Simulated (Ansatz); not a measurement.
# C₂H₆F₂Ge: inputs that go wrong

Aim: try 3 inputs for C₂H₆F₂Ge as typed, read how each ends, and find what has to change.

The runs use Ansatz 0.2.0, Gaussian basis; the settings change from run to run.

## (1) The relaxed structure

An earlier PBE0-D4 in a triple-zeta def2 set relaxation fixed the geometry.

SMILES `[CH3][Ge]([CH3])([F])[F]`, 11 atoms, charge 0, spin multiplicity 1.

Atoms are counted from 1 here; the program's logs count them from 0.

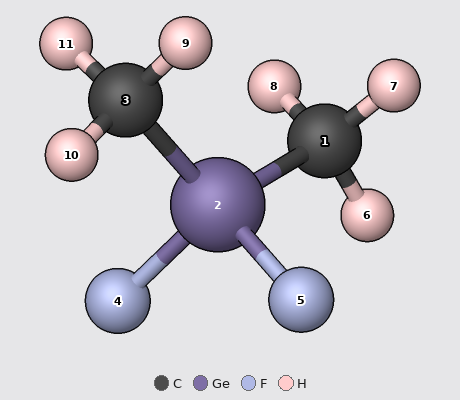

The geometry (carbon dark grey, germanium purple, fluorine light blue, hydrogen pink); atoms are numbered from 1 in the order of the file.

## (2) Input 1

in.yaml reads:

```yaml
crystal:
  periodic: [false, false, false]
  atoms:
    - {symbol: C, position_ang: [-3.428290, 1.023082, 1.161446]}
    - {symbol: Ge, position_ang: [0.342783, 0.970986, -0.770553]}
    - {symbol: C, position_ang: [3.054618, -2.237177, -0.213800]}
    - {symbol: F, position_ang: [-0.274154, 1.327692, -4.524050]}
    - {symbol: F, position_ang: [2.163089, 4.199844, 0.155484]}
    - {symbol: H, position_ang: [-4.594049, 3.024939, 0.541436]}
    - {symbol: H, position_ang: [-3.140271, 0.987116, 3.543065]}
    - {symbol: H, position_ang: [-4.727302, -0.880964, 0.495460]}
    - {symbol: H, position_ang: [3.652302, -2.424969, 2.102203]}
    - {symbol: H, position_ang: [5.032344, -1.818738, -1.503895]}
    - {symbol: H, position_ang: [2.062808, -4.296991, -0.941698]}
basis:
  gaussian: {orbitals: x2c-TZVPPall, fitting: {mean_field: def2-universal-jkfit}}
total_charge: 1
magnetization: {spin_polarized: true, initial_magnetization: 1}
hamiltonian: {xc: {name: B2PLYP}}
```

The run is started by

```sh
$ ansatz run in.yaml --threads 4 --pin off --events-out ev --progress --plain --max-ram 10444MiB
```

Log:

```text
Functional definition: B2PLYP
  name "B2PLYP"
  cite "Grimme, J. Chem. Phys. 124, 034108 (2006) doi:10.1063/1.2148954"
  cite "Becke, Phys. Rev. A 38, 3098 (1988) doi:10.1103/PhysRevA.38.3098"
  cite "Lee, Yang & Parr, Phys. Rev. B 37, 785 (1988) doi:10.1103/PhysRevB.37.785"
  parameter a = 0.53
  parameter c = 0.27
  exchange = (1 - a)*b88_x + a*exact_x
  correlation = (1 - c)*lyp_c + c*(mp2_os + mp2_ss)
678 factors; integrals over basis functions are off by at most 1.8e0 eV
mean field evaluation 1: about -64628.8112 eV, gradient 6.7e1 eV
mean field evaluation 2: about -64628.8107 eV, gradient 6.7e1 eV
mean field evaluation 4: about -64621.0593 eV, gradient 7.0e1 eV
mean field evaluation 8: about -64647.3380 eV, gradient 5.6e0 eV
mean field evaluation 16: about -64655.6349 eV, gradient 2.4e0 eV
mean field evaluation 32: about -64658.6983 eV, gradient 1.8e-1 eV
mean field evaluation 64: about -64658.7295 eV, gradient 4.0e-9 eV
mean field evaluation 96: about -64658.6489 eV, gradient 1.7e-1 eV
mean field evaluation 128: about -64640.7087 eV, gradient 3.2e1 eV
mean field evaluation 160: about -64658.7209 eV, gradient 2.3e-1 eV
Error: SIGTERM received: run cancelled behind 162 evaluations of the mean field
```

Run time: 91 s. Hardware: 4 threads of Intel Xeon Platinum 8488C, shared host.

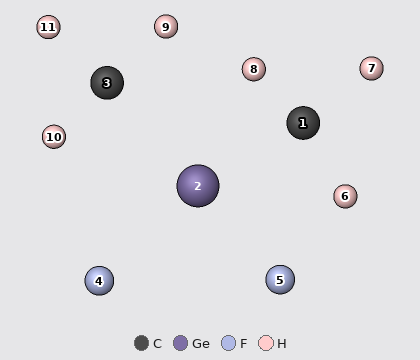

The geometry of this input.

What is wrong: Time ran out. The geometry is stretched to more than twice its size. The shortest distance is 2.40 Å (C3–H10), against 1.09 Å in the relaxed molecule. It also asks for charge 1 and multiplicity 2, another species or state than the molecule above. Fix: use the relaxed coordinates, and set charge and spin to those of the species named.

## (3) Input 2

in.yaml reads:

```yaml
crystal:
  periodic: [false, false, false]
  atoms:
    - {symbol: C, position_ang: [-1.558314, 0.465037, 0.527930]}
    - {symbol: Ge, position_ang: [0.155810, 0.441357, -0.350251]}
    - {symbol: C, position_ang: [1.388463, -1.016899, -0.097182]}
    - {symbol: F, position_ang: [-0.124615, 0.603496, -2.056386]}
    - {symbol: F, position_ang: [0.983222, 1.909020, 0.070675]}
    - {symbol: H, position_ang: [-2.088204, 1.374972, 0.246107]}
    - {symbol: H, position_ang: [-1.427396, 0.448689, 1.610484]}
    - {symbol: H, position_ang: [-2.148774, -0.400438, 0.225209]}
    - {symbol: H, position_ang: [1.660137, -1.102259, 0.955547]}
    - {symbol: H, position_ang: [2.287429, -0.826699, -0.683588]}
    - {symbol: H, position_ang: [0.937640, -1.953178, -0.428044]}
basis:
  gaussian: {orbitals: "6-31G*", point_charges: [{charge: 1.00, position_ang: [6.270, 0.399, 0.879]}]}
total_charge: 1
magnetization: {spin_polarized: true, initial_magnetization: 2}
hamiltonian: {xc: {name: wB97M-V}}
scf: {lower_state_search: light}
output: {forces: true}
```

The command is unchanged.

Log:

```text
Error: a molecule whose nuclei and cores have a total charge of 68 cannot have a net charge of 1 together with 2 unpaired electrons
```

It took 0.05 s on 4 threads of Intel Xeon Platinum 8488C, shared host.

Diagnosis: The program refused the input. The number of unpaired electrons doesn't fit the electron count. Fix: make charge and initial_magnetization agree: an even electron count takes an even number of unpaired electrons, and remove the point charge.

## (4) Input 3

in.yaml reads:

```yaml
crystal:
  periodic: [false, false, false]
  atoms:
    - {symbol: C, position_ang: [-0.934988, 0.279022, 0.369551]}
    - {symbol: Ge, position_ang: [0.109067, 0.264814, -0.245176]}
    - {symbol: C, position_ang: [0.971924, -0.711829, -0.068027]}
    - {symbol: F, position_ang: [-0.087231, 0.422447, -1.439471]}
    - {symbol: F, position_ang: [0.688256, 1.145412, 0.049472]}
    - {symbol: H, position_ang: [-1.461743, 0.824983, 0.172275]}
    - {symbol: H, position_ang: [-0.856437, 0.314082, 0.966290]}
    - {symbol: H, position_ang: [-1.504141, -0.240263, 0.135125]}
    - {symbol: H, position_ang: [0.996082, -0.771581, 0.573328]}
    - {symbol: H, position_ang: [1.601200, -0.578689, -0.410153]}
    - {symbol: H, position_ang: [0.562584, -1.171907, -0.299631]}
basis:
  gaussian: {orbitals: x2c-TZVPPall}
magnetization: {spin_polarized: true, initial_magnetization: 2}
hamiltonian: {xc: {name: rPW86-PBE}, dispersion: rvv10}
```

The command is unchanged.

Log, shortened:

```text
Functional definition: rPW86-PBE+rVV10
  name "rPW86-PBE+rVV10"
  cite "Murray, Lee & Langreth, J. Chem. Theory Comput. 5, 2754 (2009) doi:10.1021/ct900365q"
  cite "Perdew, Burke & Ernzerhof, Phys. Rev. Lett. 77, 3865 (1996) doi:10.1103/PhysRevLett.77.3865"
  cite "Vydrov & Van Voorhis, J. Chem. Phys. 133, 244103 (2010) doi:10.1063/1.3521275"
  cite "Sabatini, Gorni & de Gironcoli, Phys. Rev. B 87, 041108(R) (2013) doi:10.1103/PhysRevB.87.041108"
  parent "pbe"
[...]
1406 factors; their error is unknown
[...]
mean field -64644.61858819 eV, -2375.6459154198 hartree, gradient 4.5e-5 eV, S^2 2.001119; 3 other end points of the search recorded, 0 dependent functions left out
reference -64644.61869403 eV, -2375.6459193094 hartree; 35, 33 occupied and 221, 223 virtual orbitals, 1406 factors
Total energy: -64644.61869403 eV, -2375.6459193094 hartree
Relativity: scalar
```

It took 14 s on 4 threads of Intel Xeon Platinum 8488C, shared host; peak memory 0.78 GiB.

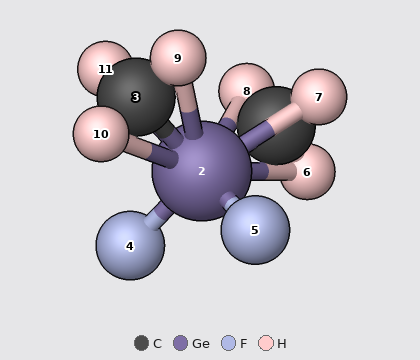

The geometry of this input.

Diagnosis: It ended without an error, which proves nothing about the input. The geometry is squeezed well below its size. The shortest distance is 0.60 Å (C1–H7), against 1.09 Å in the relaxed molecule. It also asks for charge 0 and multiplicity 3, another species or state than the molecule above. Its energy is no property of the relaxed molecule. Fix: use the relaxed coordinates, and set charge and spin to those of the species named.

## (5) How the tries ended

```csv
input,level,ended,cause,time
1,B2PLYP/x2c-TZVPPall,timeout,the geometry is stretched to more than twice its size,91 s
2,wB97M-V/6-31G*,refused,the number of unpaired electrons doesn't fit the electron count,0.05 s
3,rPW86-PBE/x2c-TZVPPall,converged,the geometry is squeezed well below its size,14 s
```

In words: 1 timeout, 1 refused, 1 converged. A refusal costs next to no computing time. The dangerous case is the input that converges on a wrong geometry, charge, spin, basis or grid: often only a look at the input shows it.
